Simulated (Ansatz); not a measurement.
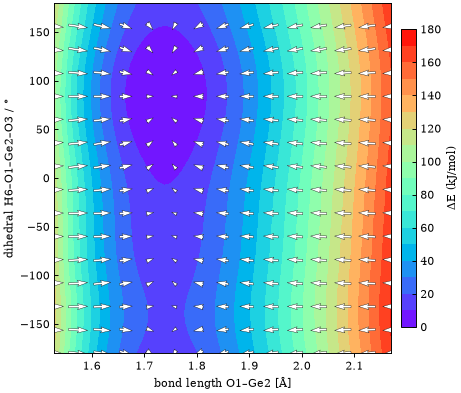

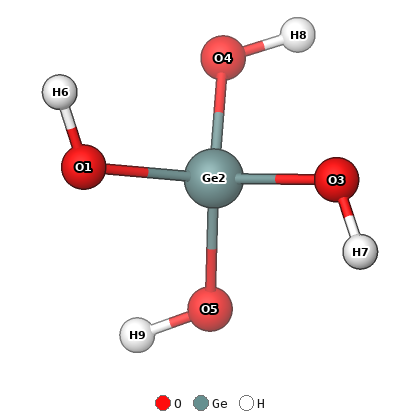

Energy landscape of GeH₄O₄, SMILES [OH][Ge]([OH])([OH])[OH]. Coordinates scanned: (1) bond length O1–Ge2; (2) dihedral H6–O1–Ge2–O3. Nothing is relaxed (all other coordinates rigid). Grid: 15 × 15 points. Points are written as (first, second). Energies: kJ/mol, counted from the relaxed molecule at the same level. Method: RHF/def2-SVP in Ansatz.

The picture shows filled contours, arrows along the force (downhill), their lengths compressed. Between grid points the surface is interpolated. The second picture is the structure at the lowest point.

Question: What does the map say about the system?

Answer: The lowest grid point is at (1.757 Å, 84°), 0.7 kJ/mol from the relaxed molecule at the same level. It is the only kind of minimum in the scanned range. The highest grid point, (2.170 Å, −132°), lies 170 kJ/mol above the lowest. On the interpolated surface the easiest way out of the lowest well to its copy in the next cell or period passes a barrier of about 18 kJ/mol, counted from the interpolated bottom of the well. Round the minimum the two coordinates are nearly uncoupled.

The input of one point:

```yaml
crystal:
  periodic: [false, false, false]
  atoms:
    - { symbol: O, position_ang: [-0.109449, 1.48307, -0.895857] }
    - { symbol: Ge, position_ang: [0.001317, -0.017852, 0.010793] }
    - { symbol: O, position_ang: [1.464852, -0.918495, -0.236064] }
    - { symbol: O, position_ang: [-1.304611, -1.026531, -0.528789] }
    - { symbol: O, position_ang: [-0.046858, 0.408394, 1.693062] }
    - { symbol: H, position_ang: [-0.417157, 1.421639, -1.78756] }
    - { symbol: H, position_ang: [2.20448, -0.688307, 0.305744] }
    - { symbol: H, position_ang: [-1.195432, -1.959522, -0.422963] }
    - { symbol: H, position_ang: [-0.558144, 1.168429, 1.926568] }
basis:
  gaussian: { orbitals: def2-SVP }
hamiltonian:
  xc: hf
output:
  forces: true
```

Time for the 225 points that were run: 9.8 min on 1 thread of Arm Neoverse V1, on a shared host.
